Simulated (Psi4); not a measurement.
**UHF/pcseg-2 (density fitting) run of C2HBF (SMILES [C]#CBF)**

Aim: the energy difference between two shapes of C2HBF at UHF/pcseg-2 (density fitting), from 2 runs. 

The calculation is run with Psi4 1.11.

2 further runs of the same task are left out: 1 that didn't finish, 1 set aside as unsound or not needed.

## Step 1: The structure to begin with

C2HBF: 5 atoms, total charge 0, spin state doublet. SMILES: `[C]#CBF`. The shape is that of a GFN2-xTB optimisation.

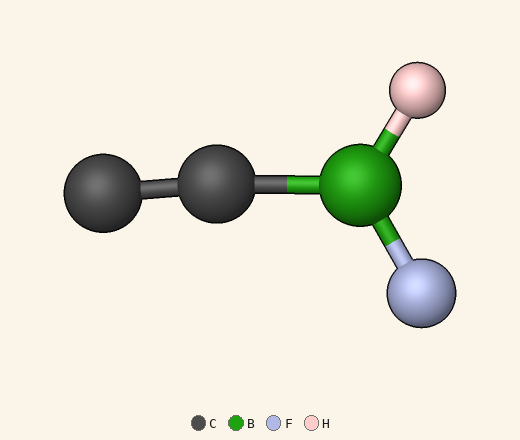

The structure, seen from a chosen angle (carbon dark grey, boron green, fluorine light blue, hydrogen pink).

## Step 2: Energy and forces at UHF/pcseg-2 (density fitting)

job.json reads:

```json
{
  "schema_name": "qcschema_input",
  "schema_version": 1,
  "molecule": {
    "schema_name": "qcschema_molecule",
    "schema_version": 2,
    "symbols": ["C", "C", "B", "F", "H"],
    "geometry": [2.0002751, -2.0209865, 2.82145559, 0.93736085, -0.76099271, 1.25415454, -0.53549169, 0.61576726, -0.78230882, -2.22003135, -0.6010085, -2.11369646, -0.18211291, 2.76722045, -1.17960484],
    "molecular_charge": 0,
    "molecular_multiplicity": 2,
    "fix_symmetry": "c1",
    "fix_com": true,
    "fix_orientation": true
  },
  "driver": "gradient",
  "model": {
    "method": "hf",
    "basis": "pcseg-2"
  },
  "keywords": {
    "reference": "uhf"
  }
}
```

Run with:

```console
psi4 --qcschema job.json -n 1 --memory 1600MB
```

stdout:

```text
[...]
  Running in c1 symmetry.
[...]
  Nuclear repulsion =   76.928397686709246
[...]
  Multiplicity = 2
[...]
  Nalpha       = 14
  Nbeta        = 13
[...]
    Number of basis functions: 134
[...]
   @DF-UHF iter   1:  -200.30737674543127   -1.24824e+00   3.38314e-03 DIIS/ADIIS
[...]
   @DF-UHF iter  19:  -200.42158399617460   -1.37845e-11   9.55266e-09 DIIS
[...]
   @S^2 Observed:                1.144876152E+00
[...]
    Orbital Energies [Eh]
    ---------------------
    Alpha Occupied:
       1A    -26.303933     2A    -11.310620     3A    -11.222581
       4A     -7.679819     5A     -1.629735     6A     -1.075871
       7A     -0.820683     8A     -0.738012     9A     -0.698444
      10A     -0.684370    11A     -0.629224    12A     -0.527861
      13A     -0.468499    14A     -0.462212
    Alpha Virtual:
      15A      0.052367    16A      0.115397    17A      0.122217
      18A      0.141722    19A      0.154768    20A      0.176321
      21A      0.184430    22A      0.217636    23A      0.278126
      24A      0.298113    25A      0.311987    26A      0.350766
[...]
  @DF-UHF Final Energy:  -200.42158399617460
   => Energetics <=
    Nuclear Repulsion Energy =             76.9283976867092463
    One-Electron Energy =                -426.9525635263217964
    Two-Electron Energy =                 149.6025818434379744
    Total Energy =                       -200.4215839961746042
  UHF NO Occupations:
  HONO-2 :   12  A 1.9067189
  HONO-1 :   13  A 1.8877844
[...]
 Multipole Moments:
 ------------------------------------------------------------------------------------
     Multipole            Electronic (a.u.)      Nuclear  (a.u.)        Total (a.u.)
 ------------------------------------------------------------------------------------
 L = 1.  Multiply by 2.5417464519 to convert [e a0] to [Debye]
 Dipole X            :          5.4921617           -5.2140378            0.2781239
 Dipole Y            :         16.4084442          -16.2548950            0.1535492
 Dipole Z            :         -0.1024338            0.3392437            0.2368099
 Magnitude           :                                                    0.3962438
[...]
  -Total Gradient:
     Atom            X                  Y                   Z
    ------   -----------------  -----------------  -----------------
       1       -0.010336805003     0.008048467741    -0.013717531978
       2        0.006470174539     0.001250275850     0.006342515562
       3        0.004154987624    -0.002713578405     0.005286811793
       4       -0.001046152863    -0.000651396380    -0.000844784675
       5        0.000757795702    -0.005933768806     0.002932989296
[...]
```

The result, in JSON:

```text
{
 "driver": "gradient",
 "model": {
  "method": "hf",
  "basis": "pcseg-2"
 },
 "success": true,
 "return_result": [-0.010336805003490268, 0.008048467740649157, -0.013717531978130859, 0.006470174538967144, 0.001250275849628002, 0.006342515562044959, 0.004154987623686129, -0.002713578404596906, 0.005286811793413247, -0.0010461528628086247, -0.0006513963802186051, -0.0008447846747084986, 0.0007577957015275083, -0.005933768805684025, 0.0029329892963790988],
 "properties": {
  "calcinfo_nbasis": 134,
  "calcinfo_nmo": 134,
  "calcinfo_nalpha": 14,
  "calcinfo_nbeta": 13,
  "calcinfo_natom": 5,
  "nuclear_repulsion_energy": 76.92839768670925,
  "return_energy": -200.4215839961746,
  "return_gradient": [-0.010336805003490268, 0.008048467740649157, -0.013717531978130859, 0.006470174538967144, 0.001250275849628002, 0.006342515562044959, 0.004154987623686129, -0.002713578404596906, 0.005286811793413247, -0.0010461528628086247, -0.0006513963802186051, -0.0008447846747084986, 0.0007577957015275083, -0.005933768805684025, 0.0029329892963790988],
  "scf_one_electron_energy": -426.9525635263218,
  "scf_two_electron_energy": 149.60258184343797,
  "scf_dipole_moment": [0.2781238900360208, 0.15354917440073024, 0.23680986623359201],
  "scf_total_energy": -200.4215839961746,
  "scf_total_gradient": [-0.010336805003490268, 0.008048467740649157, -0.013717531978130859, 0.006470174538967144, 0.001250275849628002, 0.006342515562044959, 0.004154987623686129, -0.002713578404596906, 0.005286811793413247, -0.0010461528628086247, -0.0006513963802186051, -0.0008447846747084986, 0.0007577957015275083, -0.005933768805684025, 0.0029329892963790988],
  "scf_iterations": 19
 }
}
```

Run time: 2.3 s. Hardware: 1 thread of Intel Xeon 6975P-C (Granite Rapids), shared host; peak memory 0.26 GiB.

## Step 3: The distorted shape at the same level

calc.inp reads:

```
memory 1600 mb

molecule geom {
  0 2
  C      1.040252    -1.082404     1.507186
  C      0.480768    -0.371957     0.671027
  B     -0.312409     0.328605    -0.423299
  F     -1.161381    -0.348651    -1.104614
  H     -0.080699     1.496372    -0.631972
  units angstrom
  symmetry c1
  no_reorient
  no_com
}

set reference uhf

energy_value = gradient("scf/pcseg-2")
print_variables()
```

Run with:

```console
psi4 calc.inp calc.out -n 1
```

calc.out:

```text
[...]
  Running in c1 symmetry.
[...]
  Nuclear repulsion =   76.858098498974655
[...]
  Multiplicity = 2
[...]
  Nalpha       = 14
  Nbeta        = 13
[...]
    Number of basis functions: 134
[...]
   @DF-UHF iter   1:  -200.30170145450222   -1.25597e+00   3.34307e-03 ADIIS/DIIS
[...]
   @DF-UHF iter  20:  -200.41992416348350   -5.13865e-11   7.57618e-09 DIIS
[...]
   @S^2 Observed:                1.245777302E+00
[...]
    Orbital Energies [Eh]
    ---------------------
    Alpha Occupied:
       1A    -26.311170     2A    -11.313658     3A    -11.225025
       4A     -7.682070     5A     -1.643911     6A     -1.065221
       7A     -0.826813     8A     -0.745631     9A     -0.702327
      10A     -0.694807    11A     -0.627061    12A     -0.518232
      13A     -0.463933    14A     -0.457519
    Alpha Virtual:
      15A      0.052784    16A      0.116818    17A      0.120908
      18A      0.144157    19A      0.155398    20A      0.175563
      21A      0.186222    22A      0.213465    23A      0.280392
      24A      0.294884    25A      0.308546    26A      0.350530
[...]
  @DF-UHF Final Energy:  -200.41992416348350
   => Energetics <=
    Nuclear Repulsion Energy =             76.8580984989746554
    One-Electron Energy =                -426.7531020253551901
    Two-Electron Energy =                 149.4750793628970484
    Total Energy =                       -200.4199241634835005
  UHF NO Occupations:
  HONO-2 :   12  A 1.8796252
  HONO-1 :   13  A 1.8585521
[...]
 Multipole Moments:
 ------------------------------------------------------------------------------------
     Multipole            Electronic (a.u.)      Nuclear  (a.u.)        Total (a.u.)
 ------------------------------------------------------------------------------------
 L = 1.  Multiply by 2.5417464519 to convert [e a0] to [Debye]
 Dipole X            :          5.8099273           -5.6106970            0.1992303
 Dipole Y            :         16.6276229          -16.4871575            0.1404654
 Dipole Z            :         -0.5335793            0.7167448            0.1831654
 Magnitude           :                                                    0.3049145
[...]
  -Total Gradient:
     Atom            X                  Y                   Z
    ------   -----------------  -----------------  -----------------
       1        0.007703730375    -0.014716691832     0.013144384911
       2       -0.010587936446     0.023375088215    -0.020884805858
       3       -0.020738515190    -0.024485347613    -0.008074263188
       4        0.015132259041     0.005632724652     0.012654289222
       5        0.008490462219     0.010194226577     0.003160394913
[...]
```

It took 2.3 s on 1 thread of Intel Xeon 6975P-C (Granite Rapids), shared host; peak memory 0.26 GiB.

## Step 4: Outcome

At UHF/pcseg-2 (density fitting):

| quantity | value |
| --- | --- |
| first shape: total energy | -200.42158 Eh |
| first shape: dipole moment | 1.01 D |
| first shape: HOMO energy (highest over α and β) | -11.68 eV |
| first shape: LUMO energy (lowest over α and β) | 0.27 eV |
| first shape: ⟨S²⟩ | 1.145 |
| first shape: largest force on an atom | 0.975 eV/Å |
| distorted shape: total energy | -200.41992 Eh |
| distorted shape: dipole moment | 0.78 D |
| distorted shape: HOMO energy (highest over α and β) | -11.55 eV |
| distorted shape: LUMO energy (lowest over α and β) | 0.33 eV |
| distorted shape: ⟨S²⟩ | 1.246 |
| distorted shape: largest force on an atom | 1.701 eV/Å |
| energy change with the atoms displaced | 0.045 eV |

With the atoms displaced the energy rises by 0.05 eV (4.4 kJ/mol). The first shape isn't relaxed at this level, so the change isn't measured from a minimum. The largest force (first shape) is 0.98 eV/Å: the shape isn't a stationary point for this species at this level. ⟨S²⟩ (first shape) is 1.14 where a pure doublet has 0.75: the reference is spin-contaminated. ⟨S²⟩ (distorted shape) is 1.25 where a pure doublet has 0.75: the reference is spin-contaminated.
